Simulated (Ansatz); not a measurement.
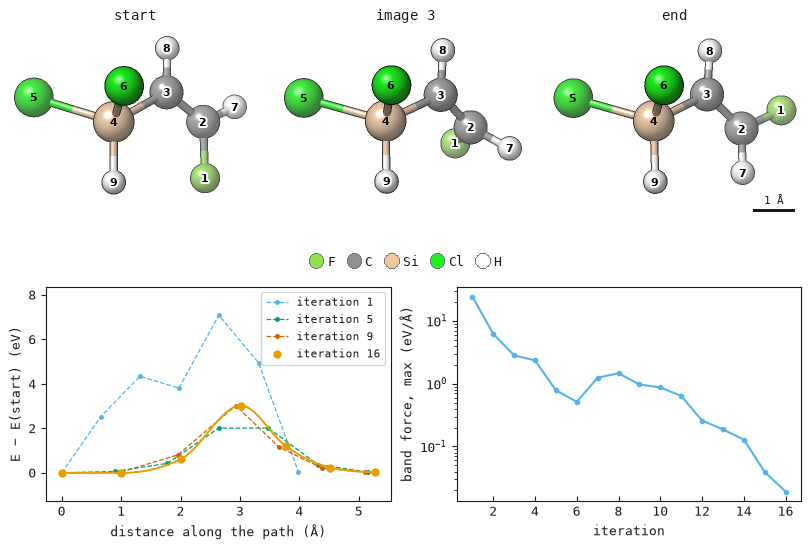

A search for the minimum-energy path of C2H3Cl2FSi by the nudged elastic band. Images are numbered from 0 (start) to 6 (end). The plot follows the band through its iterations. The picture is a ball-and-stick view, seen from a free direction.

The calculation used RKS PBE0/6-31G in Ansatz 0.2.0. Run with 5 movable images; climbing image; force threshold 0.03 eV/Å; iteration limit 54; starting path through a guess of the saddle point.

> Did the band converge, and can the barrier be trusted?

The result is final at these settings. The band converged in 16 iterations. The largest component of the band force went from 24 to 0.019 eV/Å. The climbing image converged on the top of the path. Its vibrational analysis gives one imaginary mode (2487i cm⁻¹), as a transition state must have. The first iteration put the highest image at 7.09 eV. The highest point, image 3, lies 3.02 eV above the start and 2.99 eV above the end; the end is at +0.03 eV relative to the start.
